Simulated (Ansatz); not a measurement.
# GaH3 (triplet): one geometry, many settings at scale of all distances = 1.976

What do other methods and options give for GaH3 (triplet) at this geometry, and how long do they take?

Method: the settings change from run to run; program: Ansatz 0.2.0, Gaussian basis.

13 further runs of the same task are left out: 10 that didn't finish, 3 set aside as unsound or not needed.

## Step 1: The geometry

The geometry derives from a PBE0/def2-TZVP stationary point (not a proven minimum). All distances are scaled together. No spin-orbit coupling is included. The filled d shell of Ga may be among the frozen orbitals whatever the setting's name suggests; the logs give the count.

4 atoms, charge 0, spin multiplicity 3.

Atoms are counted from 1 here; the program's logs count them from 0.

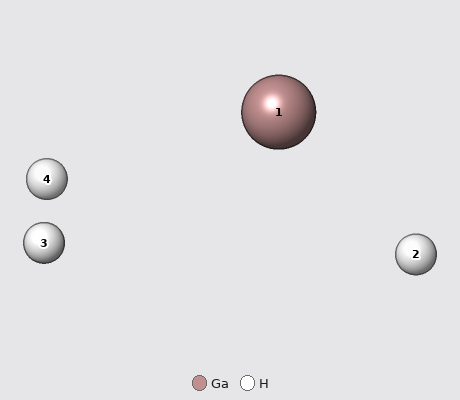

The geometry (gallium pink, hydrogen white); atoms are numbered from 1 in the order of the file.

Geometry (Å):

```tsv
atom	x (Å)	y (Å)	z (Å)
Ga1	0.0000	0.0548	-0.0903
H2	0.0000	-2.9197	-1.0699
H3	0.8011	-0.4350	3.6579
H4	-0.8011	-0.4350	3.6579
```

## Step 2: NEVPT2(4,7)/cc-pVDZ

Input file in.yaml:

```yaml
crystal:
  periodic: [false, false, false]
  atoms:
    - {symbol: Ga, position_ang: [0.000000, 0.054787, -0.090293]}
    - {symbol: H, position_ang: [0.000000, -2.919736, -1.069950]}
    - {symbol: H, position_ang: [0.801106, -0.435032, 3.657934]}
    - {symbol: H, position_ang: [-0.801106, -0.435032, 3.657934]}
basis:
  gaussian: {orbitals: cc-pVDZ}
magnetization: {spin_polarized: false, initial_magnetization: 2}
correlation: {method: sc_nevpt2, electrons: outside_noble_gas, active_space: {window: {electrons: 4, orbitals: 7}}}
```

Command:

```bash
> ansatz run in.yaml --threads 1 --pin off --events-out ev --progress --plain --max-ram 2393MiB
```

What it wrote:

```text
Functional definition: HF
  name "HF"
  cite "Fock, Z. Phys. 61, 126 (1930) doi:10.1007/BF01340294"
  parent pbe
  exchange = exact_x
  correlation = 0
456 factors; integrals over basis functions are off by at most 7.9e-4 eV
mean field evaluation 1: about -52370.3809 eV, gradient 9.0e0 eV
mean field evaluation 2: about -52370.4084 eV, gradient 9.0e0 eV
mean field evaluation 4: about -52372.7214 eV, gradient 5.4e0 eV
mean field evaluation 8: about -52373.0149 eV, gradient 3.9e-1 eV
mean field evaluation 16: about -52362.6293 eV, gradient 2.2e1 eV
mean field evaluation 32: about -52370.2314 eV, gradient 1.0e1 eV
mean field evaluation 64: about -52372.9014 eV, gradient 1.4e-1 eV
mean field evaluation 96: about -52372.8707 eV, gradient 9.0e-1 eV
mean field evaluation 128: about -52371.7268 eV, gradient 4.0e0 eV
mean field evaluation 160: about -52371.0884 eV, gradient 1.9e0 eV
mean field evaluation 192: about -52372.2776 eV, gradient 2.4e0 eV
mean field -52373.03380034 eV, -1924.6734924452 hartree, gradient 1.1e-6 eV, S^2 2.000000; 15 other end points of the search recorded, 0 dependent functions left out
reference -52373.03380034 eV, -1924.6734924452 hartree; 18, 16 occupied and 24, 26 virtual orbitals, 456 factors
state -52374.77233881 eV, -1924.7373825553 hartree
state -52374.77233881 eV, -1924.7373825553 hartree; corrected -52375.66537643 eV, -1924.7702010826 hartree
Total energy: -52375.66537643 eV, -1924.7702010826 hartree
```

Run time: 6.5 s. Hardware: 1 thread of Arm Neoverse V2, shared host.

From the report: 220 determinants; active occupations 1.78, 1.00, 1.00, 0.22, 0.00, 0.00, 0.00.

## Step 3: MRCISD+Q(relaxed)(2,3)/STO-3G

Changes to in.yaml since step 2:

```diff
@@ -8,4 +8,4 @@
 basis:
-  gaussian: {orbitals: cc-pVDZ}
+  gaussian: {orbitals: STO-3G, fitting: {mean_field: def2-universal-jkfit}, point_charges: [{charge: 1.00, position_ang: [4.544, 0.942, -0.569]}]}
 magnetization: {spin_polarized: false, initial_magnetization: 2}
-correlation: {method: sc_nevpt2, electrons: outside_noble_gas, active_space: {window: {electrons: 4, orbitals: 7}}}
+correlation: {method: fic_mrcisd_q_relaxed, electrons: outside_noble_gas, active_space: {window: {electrons: 2, orbitals: 3}}}
```

Launched as before.

What it wrote, shortened:

```text
Functional definition: HF
  name "HF"
  cite "Fock, Z. Phys. 61, 126 (1930) doi:10.1007/BF01340294"
  parent pbe
[...]
320 factors; integrals over basis functions are off by at most 1.6e-2 eV
[...]
mean field -51762.77808189 eV, -1902.2470084383 hartree, gradient 6.4e-7 eV, S^2 2.000000; 23 other end points of the search recorded, 0 dependent functions left out
reference -51762.77808189 eV, -1902.2470084383 hartree; 18, 16 occupied and 3, 5 virtual orbitals, 320 factors
state -51762.77808189 eV, -1902.2470084383 hartree
contracted CI cycle   1: correlation 0.00000000 eV, 0.0000000000 hartree, residual 7.27e0 eV
contracted CI cycle   2: correlation -3.25715996 eV, -0.1196984208 hartree, residual 7.17e-1 eV
contracted CI cycle   3: correlation -3.28609980 eV, -0.1207619402 hartree, residual 1.74e-1 eV
contracted CI cycle   4: correlation -3.28856870 eV, -0.1208526707 hartree, residual 1.13e-1 eV
contracted CI cycle   5: correlation -3.28963933 eV, -0.1208920155 hartree, residual 9.99e-2 eV
[...]
contracted CI cycle  13: correlation -5.66814309 eV, -0.2083004164 hartree, residual 1.86e-4 eV
contracted CI cycle  14: correlation -5.66814309 eV, -0.2083004165 hartree, residual 1.30e-4 eV
contracted CI cycle  15: correlation -5.66814309 eV, -0.2083004165 hartree, residual 9.12e-5 eV
contracted CI cycle  16: correlation -5.66814309 eV, -0.2083004166 hartree, residual 5.95e-5 eV
state -51760.68103125 eV, -1902.1699432486 hartree; corrected -51769.20459407 eV, -1902.4831784047 hartree
state -51760.68103125 eV, -1902.1699432486 hartree; corrected -51769.20459407 eV, -1902.4831784047 hartree
the orbitals are reached from a further start. From the first start the search ends at -51762.77808189 eV, -1902.2470084383 hartree
WARN: 1 active orbitals are nearly empty or full. The corrections depend on them more than the energy does, and are more stable in an active space without them
WARN: the results are in doubt because another end's mean lies 2.097 eV lower, and its corrected mean 2.435 eV higher
Total energy: -51769.20459407 eV, -1902.4831784047 hartree
In doubt: another end's mean lies 2.097 eV lower, and its corrected mean 2.435 eV higher
```

Wall time 2.9 s (1 thread of Arm Neoverse V2, shared host).

From the report: 9 determinants; active occupations 1.00, 1.00, 0.00. The program marks this result as in doubt; its last lines say why.

## Step 4: CCSD/def2-SVPD

Input file in.yaml:

```yaml
crystal:
  periodic: [false, false, false]
  atoms:
    - {symbol: Ga, position_ang: [0.000000, 0.054787, -0.090293]}
    - {symbol: H, position_ang: [0.000000, -2.919736, -1.069950]}
    - {symbol: H, position_ang: [0.801106, -0.435032, 3.657934]}
    - {symbol: H, position_ang: [-0.801106, -0.435032, 3.657934]}
basis:
  gaussian: {orbitals: def2-SVPD}
magnetization: {spin_polarized: true, initial_magnetization: 2}
hamiltonian: {xc: {name: r2SCAN}}
correlation: {method: ccsd, electrons: outside_noble_gas}
scf: {omitted_lower_state_checks: [cluster_reference]}
```

Same command.

What it wrote, shortened:

```text
Functional definition: r2SCAN
  name "r2SCAN"
  cite "Furness, Kaplan, Ning, Perdew & Sun, J. Phys. Chem. Lett. 11, 8208 (2020) doi:10.1021/acs.jpclett.0c02405"
  cite "Furness, Kaplan, Ning, Perdew & Sun, J. Phys. Chem. Lett. 11, 9248 (2020) doi:10.1021/acs.jpclett.0c03077"
  parent r2scan
[...]
601 factors; integrals over basis functions are off by at most 4.2e-4 eV
[...]
mean field -52411.78865428 eV, -1926.0977070585 hartree, gradient 2.8e-6 eV, S^2 2.201991; 15 other end points of the search recorded, 0 dependent functions left out
14 core orbitals not correlated: weight in the atoms' cores, before any rotation towards them, 0.999 or more for the frozen orbitals, at most 0.000 for the correlated occupied ones
reference -52366.94593187 eV, -1924.4497674054 hartree; 4, 2 occupied and 44, 46 virtual orbitals, 601 factors
second order -1.69029926 eV of doubles, -0.25738015 eV of singles
cycle   1  -2.39997058 eV  change   -4.5e-1 eV  update   8.8e-2
[...]
cycle  40  -3.02896256 eV  change    1.3e-6 eV  update   2.0e-6
Total energy: -52369.97489443 eV, -1924.5610797265 hartree
Checks for a lower state left out: cluster_reference
```

Run time: 25 s. Hardware: 1 thread of Arm Neoverse V2, shared host.

From the report: ⟨S²⟩ of the determinant 2.202 (pure triplet: 2.00); correlation -3.0290 eV; T1 0.114; largest double amplitude 0.13. The orbitals are Kohn-Sham ones, so correlation energy and T1 don't compare with those on Hartree-Fock orbitals.

## Step 5: NEVPT2(4,10)/cc-pVDZ

Input file in.yaml:

```yaml
crystal:
  periodic: [false, false, false]
  atoms:
    - {symbol: Ga, position_ang: [0.000000, 0.054787, -0.090293]}
    - {symbol: H, position_ang: [0.000000, -2.919736, -1.069950]}
    - {symbol: H, position_ang: [0.801106, -0.435032, 3.657934]}
    - {symbol: H, position_ang: [-0.801106, -0.435032, 3.657934]}
basis:
  gaussian: {orbitals: cc-pVDZ}
magnetization: {spin_polarized: false, initial_magnetization: 2}
correlation: {method: sc_nevpt2, electrons: outside_noble_gas, active_space: {window: {electrons: 4, orbitals: 10}, states: [{multiplicity: 3, weights: [1, 0.5, 0.5, 1]}, {multiplicity: 5, weights: [1]}], root: 2}}
output: {forces: true}
```

The command is unchanged.

What it wrote, shortened:

```text
Functional definition: HF
  name "HF"
  cite "Fock, Z. Phys. 61, 126 (1930) doi:10.1007/BF01340294"
  parent pbe
[...]
759 factors; integrals over basis functions are off by at most 1.6e-7 eV
[...]
mean field -52373.03389094 eV, -1924.6734957747 hartree, gradient 1.9e-6 eV, S^2 2.000000; 15 other end points of the search recorded, 0 dependent functions left out
reference -52373.03389094 eV, -1924.6734957747 hartree; 18, 16 occupied and 24, 26 virtual orbitals, 759 factors
state -52374.74099430 eV, -1924.7362306662 hartree
state -52374.63233309 eV, -1924.7322374403 hartree
state -52374.43056083 eV, -1924.7248224463 hartree
state -52373.25360496 eV, -1924.6815701159 hartree
state -52374.74099430 eV, -1924.7362306662 hartree; corrected -52375.68188886 eV, -1924.7708079034 hartree
state -52374.63233309 eV, -1924.7322374403 hartree; corrected -52375.57838197 eV, -1924.7670040955 hartree
[...]
state -52374.74099430 eV, -1924.7362306662 hartree; corrected -52375.68188886 eV, -1924.7708079034 hartree
state -52374.63233309 eV, -1924.7322374403 hartree; corrected -52375.57838197 eV, -1924.7670040955 hartree
state -52374.43056083 eV, -1924.7248224463 hartree; corrected -52375.38090581 eV, -1924.7597469801 hartree
state -52373.25360496 eV, -1924.6815701159 hartree; corrected -52374.15084067 eV, -1924.7145429201 hartree
state -52372.59917732 eV, -1924.6575203439 hartree; corrected -52373.50066711 eV, -1924.6906494823 hartree
[...]
Total energy: -52375.38090581 eV, -1924.7597469801 hartree
Atom 0 at     0.000000     0.054787    -0.090293 Å, force    -0.000000     0.518036     0.132709 eV/Å
Atom 1 at     0.000000    -2.919736    -1.069950 Å, force     0.000000    -0.502650    -0.148811 eV/Å
Atom 2 at     0.801106    -0.435032     3.657934 Å, force    -3.006928    -0.007693     0.008051 eV/Å
Atom 3 at    -0.801106    -0.435032     3.657934 Å, force     3.006928    -0.007693     0.008051 eV/Å
Dipole moment:     0.000000    -0.098758    -0.005877 e Å
```

Run time: 43 s. Hardware: 1 thread of Arm Neoverse V2, shared host.

From the report: 1,008 determinants; active occupations (of the averaged states) 1.39, 1.11, 0.62, 0.49, 0.26, 0.13, 0.00, 0.00, 0.00, 0.00.

## Step 6: CCSDT on UHF/cc-pVDZ

Input file in.yaml:

```yaml
crystal:
  periodic: [false, false, false]
  atoms:
    - {symbol: Ga, position_ang: [0.000000, 0.054787, -0.090293]}
    - {symbol: H, position_ang: [0.000000, -2.919736, -1.069950]}
    - {symbol: H, position_ang: [0.801106, -0.435032, 3.657934]}
    - {symbol: H, position_ang: [-0.801106, -0.435032, 3.657934]}
basis:
  gaussian: {orbitals: cc-pVDZ}
magnetization: {spin_polarized: true, initial_magnetization: 2}
correlation: {method: ccsdt, electrons: valence}
scf: {omitted_lower_state_checks: [cluster_reference]}
```

Same command.

What it wrote, shortened:

```text
Functional definition: HF
  name "HF"
  cite "Fock, Z. Phys. 61, 126 (1930) doi:10.1007/BF01340294"
  parent pbe
[...]
759 factors; integrals over basis functions are off by at most 1.6e-7 eV
[...]
mean field -52373.92816850 eV, -1924.7063598690 hartree, gradient 3.3e-6 eV, S^2 2.692835; 20 other end points of the search recorded, 0 dependent functions left out
9 core orbitals not correlated: weight in the atoms' cores, before any rotation towards them, 1.000 or more for the frozen orbitals, at most 0.000 for the correlated occupied ones
reference -52373.92816850 eV, -1924.7063598690 hartree; 9, 7 occupied and 24, 26 virtual orbitals, 759 factors
second order -1.40583228 eV of doubles, -0.00000000 eV of singles
cycle   1  -1.72351127 eV  change   -3.2e-1 eV  update   7.4e-2
[...]
cycle  52  -2.65437217 eV  change    2.8e-7 eV  update   1.8e-6
Total energy: -52376.58254067 eV, -1924.8039062469 hartree
Checks for a lower state left out: cluster_reference
```

It took 64 s on 1 thread of Arm Neoverse V2, shared host; peak memory 0.34 GiB.

From the report: ⟨S²⟩ of the determinant 2.693 (pure triplet: 2.00); correlation -2.6544 eV; T1 0.087; largest double amplitude 0.33. The determinant is far from a pure spin state, so its energy mixes those of several spin states (harmless only where they are near-degenerate, as at dissociation).

## Step 7: All runs side by side

Where basis and cores are those of an earlier FCI/cc-pVDZ run (-52376.1042 eV), and the state is the same kind, the miss against it is given. † marks a result that the program doubts.

```tsv
level	correlated	functions	energy (eV)	from FCI (meV)	time
NEVPT2(4,7)/cc-pVDZ	outside noble gas	42	-52375.6654	438.8	6.5 s
MRCISD+Q(relaxed)(2,3)/STO-3G (beside a point charge) †	outside noble gas	21	-51769.2046		2.9 s
CCSD/def2-SVPD (on r2SCAN orbitals)	outside noble gas	62	-52369.9749		25 s
NEVPT2(4,10)/cc-pVDZ (excited root 2 of an average)	outside noble gas	42	-52375.3809		43 s
CCSDT on UHF/cc-pVDZ	valence	42	-52376.5825		64 s
```

## Step 8: What came out

| quantity | value |
| --- | --- |
| runs | 5 |
| quickest | MRCISD+Q(relaxed)(2,3)/STO-3G (beside a point charge) †, 2.9 s |
| slowest | CCSDT on UHF/cc-pVDZ, 64 s |

**Reading.** Total energies in different bases, with other cores or another treatment of relativity can't be set against each other. CCSDT on UHF/cc-pVDZ took 22 times as long as MRCISD+Q(relaxed)(2,3)/STO-3G (beside a point charge) †; the jobs differ in more than the method.
